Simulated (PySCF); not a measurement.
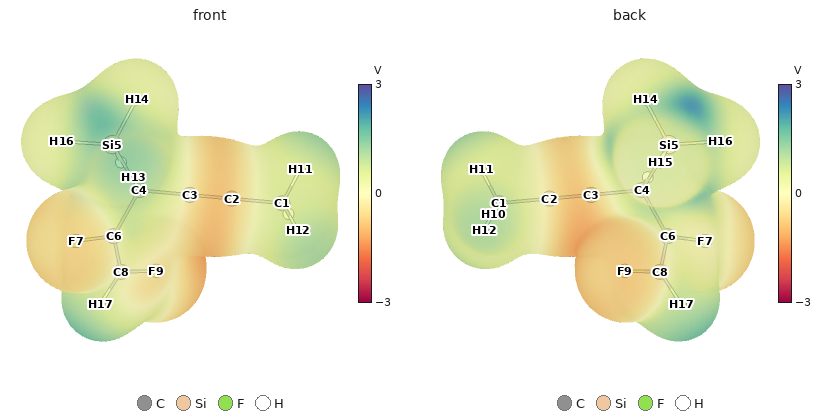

Figure. C6H8F2Si. The electrostatic potential painted on the density surface at 0.004 e/bohr³, seen from the front and from behind; red is negative and blue positive.

Geometry: GFN2-xTB.

All numbers below come from PBE0/pcSseg-1, SCF density, gas phase, non-relativistic (PySCF).

```xyz
17

C     3.1146   -0.1801   -0.7150
C     1.7874   -0.1756   -0.1403
C     0.6870   -0.1761    0.3352
C    -0.6408   -0.1680    0.9090
Si   -1.2876    1.6516    1.0317
C    -1.6021   -0.9757    0.1183
F    -2.5507   -1.5927    0.8650
C    -1.6965   -1.1321   -1.1957
F    -0.8411   -0.5419   -2.0472
H     3.0937    0.3021   -1.6918
H     3.8044    0.3609   -0.0674
H     3.4693   -1.2040   -0.8334
H    -0.6003   -0.5945    1.9167
H    -0.3543    2.3721    1.8950
H    -1.3180    2.2028   -0.3196
H    -2.6270    1.5956    1.6185
H    -2.4449   -1.7324   -1.6888
```

> Where is the surface potential most negative and most positive?

The most negative region (about −1.2 V) lies over C2, C3 and F9, the most positive (about +2.0 V) over Si5.

> How polar is the molecule by this calculation?

Its dipole moment is 0.96 D.
